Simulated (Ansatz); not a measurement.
# [S3]− at UCAM-B3LYP/STO-3G

Aim: the energy change on altering one bond length of [S3]− at UCAM-B3LYP/STO-3G, from 2 runs. 

The results are computed with Ansatz 0.2.0.

25 further runs of the same task are left out: 24 that didn't finish, 1 set aside as unsound or not needed.

## Step 1: The system as given

The species is [S3]− (3 atoms), meant as a doublet with charge -1. Geometry: relaxed at GFN2-xTB.

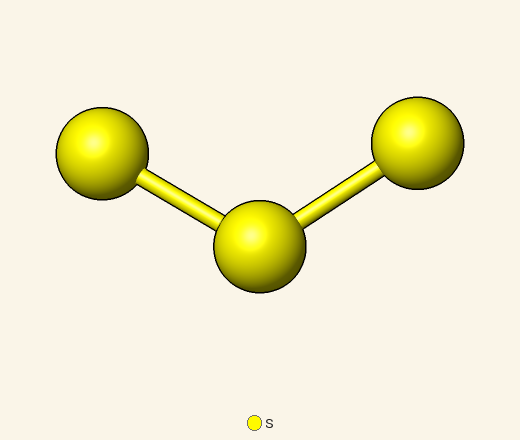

Viewed from a chosen angle; sulfur yellow.

## Step 2: The energy at UCAM-B3LYP/STO-3G

Contents of job.yaml:

```yaml
crystal:
  periodic: [false, false, false]
  atoms:
    - symbol: S
      position_ang: [-1.117260, 0.295410, 1.265730]
    - symbol: S
      position_ang: [0.397110, 0.584890, 0.015760]
    - symbol: S
      position_ang: [0.720140, -0.880310, -1.281490]
basis:
  gaussian: {orbitals: STO-3G}
total_charge: -1
magnetization: {spin_polarized: true, initial_magnetization: 1}
hamiltonian: {xc: {name: CAM-B3LYP}}
accuracy: high
```

Run with:

```bash
ansatz run job.yaml --threads 1 --pin off --max-ram 2610MiB --events-out events.jsonl --progress --plain --runs-dir runs
```

Log:

```text
Warning: RAYON_NUM_THREADS=1 ignored (pool sized by the plan → 1); use --threads N
Functional definition: CAM-B3LYP
  name "CAM-B3LYP"
  parameter alpha = 0.19
  parameter beta = 0.46
  parameter omega = 0.33/bohr
  parameter ac = 0.81
  exchange = (1 - alpha - beta)*b88_x + beta*b88_x_sr(omega) + alpha*exact_x + beta*exact_x_lr(omega)
  correlation = (1 - ac)*vwn5_c + ac*lyp_c
482 factors; integrals over basis functions are off by at most 8.6e-9 eV
163 factors; integrals over basis functions are off by at most 1.5e-9 eV
mean field evaluation 1: about -32136.8973 eV, gradient 1.9e1 eV
mean field evaluation 2: about -32138.2738 eV, gradient 1.4e1 eV
mean field evaluation 4: about -32140.1176 eV, gradient 1.5e-1 eV
mean field evaluation 8: about -32140.1256 eV, gradient 3.7e-3 eV
mean field evaluation 16: about -32140.1256 eV, gradient 2.9e-6 eV
mean field -32140.12557481 eV, -1181.1278295146 hartree, gradient 4.8e-8 eV, S^2 0.750184; 3 other end points of the search recorded, 0 dependent functions left out
reference -32140.12558759 eV, -1181.1278299844 hartree; 25, 24 occupied and 2, 3 virtual orbitals, 482 factors
Total energy: -32140.12558759 eV, -1181.1278299844 hartree
```

Run time: 3 s. Hardware: 1 thread of Arm Neoverse V1, shared host; peak memory 0.15 GiB.

## Step 3: The distorted shape at the same level

Contents of run.yaml:

```yaml
crystal:
  periodic: [false, false, false]
  atoms:
    - symbol: S
      position_ang: [-1.198018, 0.661714, 1.590046]
    - symbol: S
      position_ang: [0.316352, 0.951194, 0.340076]
    - symbol: S
      position_ang: [0.720140, -0.880310, -1.281490]
basis:
  gaussian:
    orbitals: STO-3G
total_charge: -1
magnetization:
  spin_polarized: true
  initial_magnetization: 1
accuracy: high
hamiltonian:
  xc: {name: CAM-B3LYP}
```

Run with:

```bash
ansatz run run.yaml --threads 1 --pin off --max-ram 2610MiB --events-out events.jsonl --progress --plain --runs-dir runs
```

Log:

```text
Warning: RAYON_NUM_THREADS=1 ignored (pool sized by the plan → 1); use --threads N
Functional definition: CAM-B3LYP
  name "CAM-B3LYP"
  parameter alpha = 0.19
  parameter beta = 0.46
  parameter omega = 0.33/bohr
  parameter ac = 0.81
  exchange = (1 - alpha - beta)*b88_x + beta*b88_x_sr(omega) + alpha*exact_x + beta*exact_x_lr(omega)
  correlation = (1 - ac)*vwn5_c + ac*lyp_c
471 factors; integrals over basis functions are off by at most 7.2e-9 eV
164 factors; integrals over basis functions are off by at most 1.4e-9 eV
mean field evaluation 1: about -32133.1222 eV, gradient 2.2e1 eV
mean field evaluation 2: about -32117.0038 eV, gradient 4.4e1 eV
mean field evaluation 4: about -32138.3745 eV, gradient 6.0e0 eV
mean field evaluation 8: about -32138.8805 eV, gradient 2.8e-1 eV
mean field evaluation 16: about -32138.8836 eV, gradient 2.6e-3 eV
mean field evaluation 32: about -32138.8837 eV, gradient 1.2e-7 eV
mean field -32138.88365124 eV, -1181.0821896655 hartree, gradient 1.6e-8 eV, S^2 0.752246; 5 other end points of the search recorded, 0 dependent functions left out
reference -32138.88366447 eV, -1181.0821901514 hartree; 25, 24 occupied and 2, 3 virtual orbitals, 471 factors
Total energy: -32138.88366447 eV, -1181.0821901514 hartree
```

Wall time 4.8 s (1 thread of Arm Neoverse V1, shared host); peak memory 0.16 GiB.

## Step 4: Summary of results

Level: UCAM-B3LYP/STO-3G.

```
                                                         quantity           value
                                        first shape: total energy  -1181.12783 Eh
                                                first shape: ⟨S²⟩           0.750
                                    distorted shape: total energy  -1181.08219 Eh
                                            distorted shape: ⟨S²⟩           0.752
energy change with the S2–S3 bond stretched from 1.983 to 2.479 Å        1.242 eV
```

With the S2–S3 bond stretched from 1.983 to 2.479 Å the energy rises by 1.24 eV (29 kcal/mol). The first shape isn't relaxed at this level, so the change isn't measured from a minimum. The minimal basis adds a large error of its own.
